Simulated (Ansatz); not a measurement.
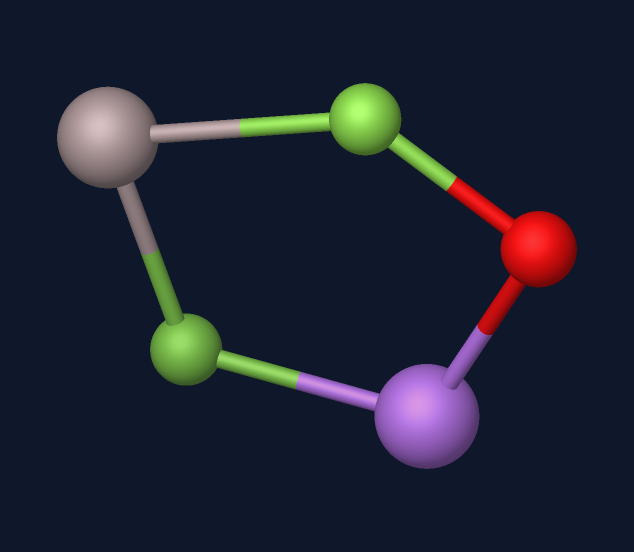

Ball-and-stick drawing of a structure. Colours: lithium purple, oxygen red, aluminium light grey, fluorine green.

Question: Which formula does it have?

Answer: AlLiOF₂, 5 atoms: 1 aluminium, 1 lithium, 1 oxygen and 2 fluorine.

Question: How many sets of symmetry-equivalent atoms are there?

Answer: 5: 1 Li, 1 O, 1 Al, 1 F, 1 F.

Question: Give the symmetry (Schoenflies symbol).

Answer: Cs.

More results for the same structure follow; atom numbers are the same in all pictures, views and colours differ. The computed structure is the end point of a PBE0-D4/def2-TZVP optimisation. No frequency run is at hand to confirm it as a minimum.

**Geometry**

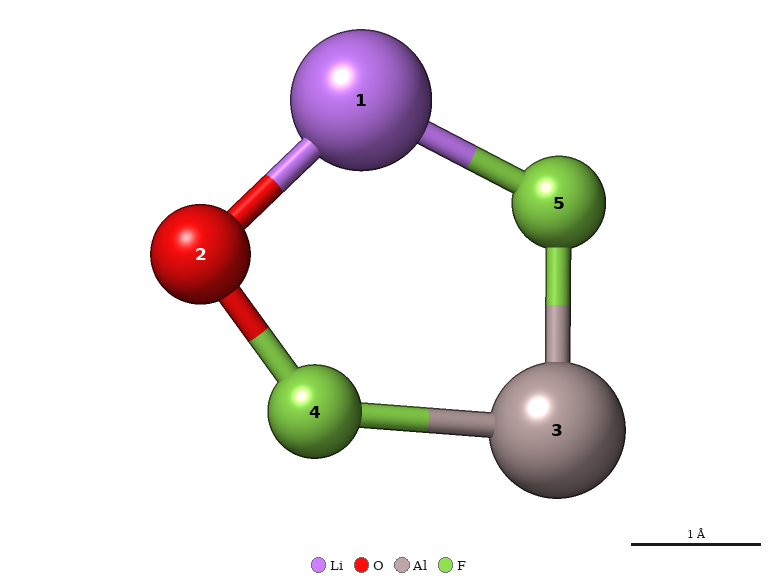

Numbered structure. No frequency run is at hand to confirm it as a minimum.

List the bonds and their lengths.

| bond | length (Å) |
| --- | --- |
| Li1–O2 | 1.783 |
| Li1–F5 | 1.766 |
| O2–F4 | 1.517 |
| Al3–F4 | 1.952 |
| Al3–F5 | 1.773 |

**Electronic properties**

No frequency run is at hand to confirm it as a minimum. Properties computed with RKS PBE0-D4/def2-TZVPP (Ansatz 0.2.0).

What does the calculation give?

- HOMO energy (Kohn–Sham orbital): −6.26 eV
- LUMO energy (Kohn–Sham orbital): −1.79 eV
- HOMO–LUMO gap: 4.47 eV

**Dipole moment**

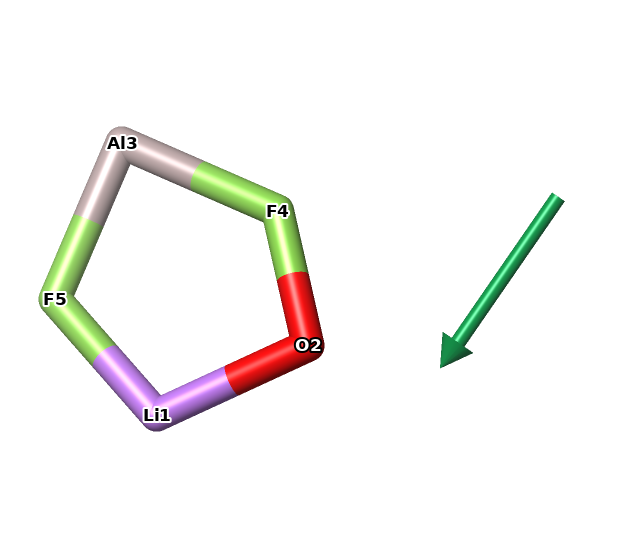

The arrow beside the molecule shows the direction of the dipole moment, from the negative to the positive end (its length means nothing). No frequency run is at hand to confirm it as a minimum. Method: RKS PBE0-D4/def2-TZVP (Ansatz 0.2.0).

Question: Estimate the dipole moment.

Answer: 4.24 D; it points from the side of F4 to the side of Li1 (the outermost atoms at the two ends).

**Charges**

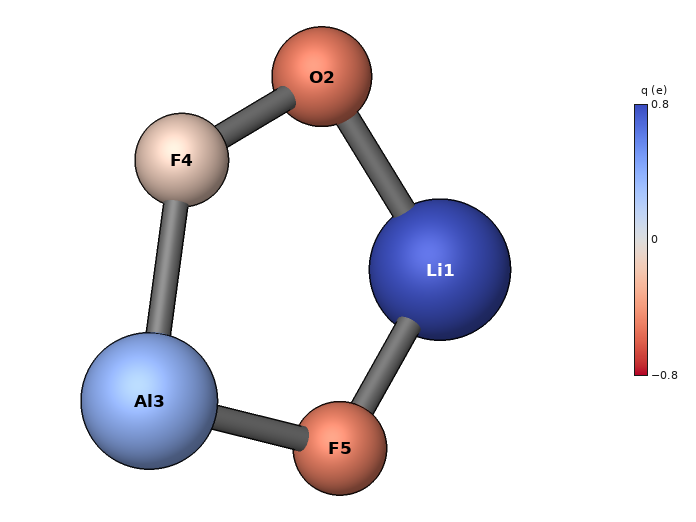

Atoms are coloured by their Mulliken charges. No frequency run is at hand to confirm it as a minimum. Properties computed with RKS PBE0-D4/def2-TZVP (Ansatz 0.2.0).

Question: Which atom carries the highest charge (most positive or least negative)?

Answer: Li1 (0.78 e).

Question: And the lowest?

Answer: O2 (−0.51 e).

Give the Mulliken charges atom by atom.

| atom | value (e) |
| --- | --- |
| Li1 | 0.78 |
| O2 | −0.51 |
| Al3 | 0.36 |
| F4 | −0.13 |
| F5 | −0.49 |

Mulliken values depend strongly on the basis set and can even reverse the polarity of a bond.
